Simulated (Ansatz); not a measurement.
KTaO3: pressure series

Start from KTaO3 in the cubic perovskite structure (space group Pm-3m, No. 221; a = 3.9520 Å).

Cell and atoms are relaxed at each pressure.

The values are results of LDA, PAW, 420 eV (Ansatz, an electronic-structure program; scalar-relativistic without spin-orbit coupling), not measurements.

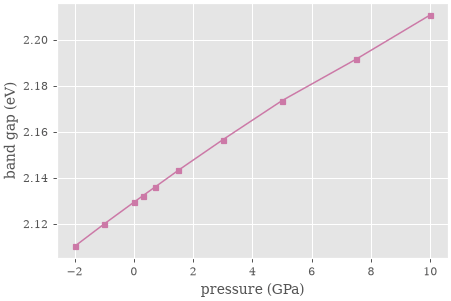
*Band gap against pressure*

Task: From the plot, what is the band gap for pressure 0.3 GPa?

Result: About 2.13 eV.

Task: Is the trend monotonic over the range shown?

Result: Yes, it rises throughout, spanning 2.11 eV to 2.21 eV.

With Ta present, leaving out spin-orbit coupling can change the band edges. Load acts through the strain it causes; cell and atoms are relaxed under it. Whether these cells are dynamically stable was not tested. Competing high-pressure phases were not computed.
